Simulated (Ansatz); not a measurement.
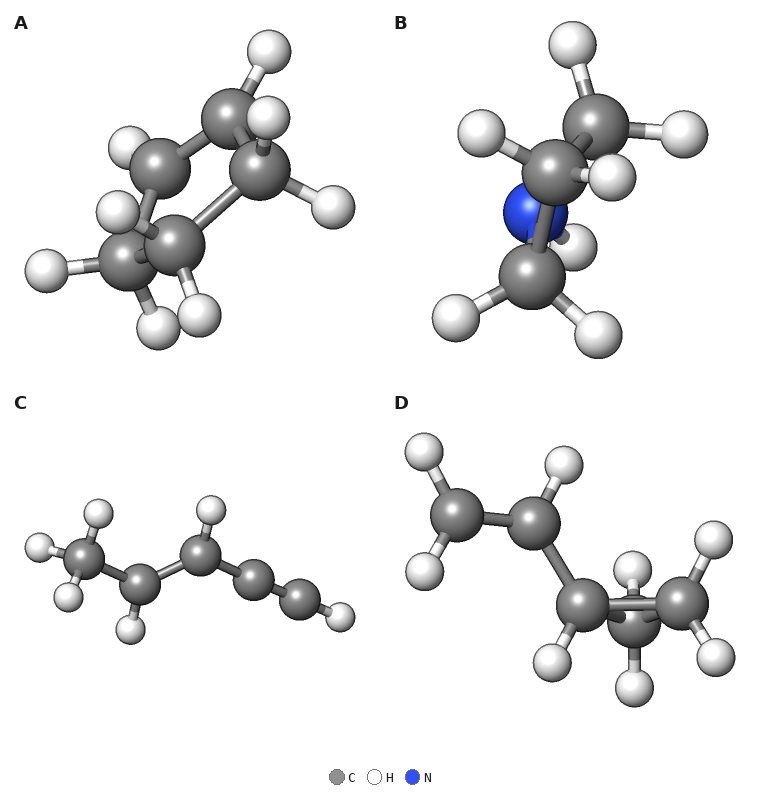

```sh
ansatz run in.yaml --threads 4 --pin off --events-out ev --progress --plain --max-ram 10444MiB
```

```yaml
crystal:
  periodic: [false, false, false]
  atoms:
    - {symbol: C, position_ang: [-1.430649, 1.967218, 1.821569]}
    - {symbol: C, position_ang: [-0.880884, 1.049243, 1.270388]}
    - {symbol: C, position_ang: [-0.238371, -0.051886, 0.652855]}
    - {symbol: C, position_ang: [0.245322, -0.034931, -0.591365]}
    - {symbol: C, position_ang: [0.920115, -1.185027, -1.245075]}
    - {symbol: H, position_ang: [-1.915503, 2.783742, 2.301366]}
    - {symbol: H, position_ang: [-0.146474, -0.955508, 1.252018]}
    - {symbol: H, position_ang: [0.143249, 0.877687, -1.173254]}
    - {symbol: H, position_ang: [1.938053, -0.919580, -1.548398]}
    - {symbol: H, position_ang: [0.391906, -1.480250, -2.157481]}
    - {symbol: H, position_ang: [0.973237, -2.050698, -0.582634]}
basis:
  gaussian: {orbitals: def2-TZVPP}
hamiltonian: {xc: pbe0, dispersion: d4}
output: {orbitals: {seedname: orbitals}}
```

Which panel shows the molecule in this file?

C. The file holds C5H6, `C#C/C=C/C`.
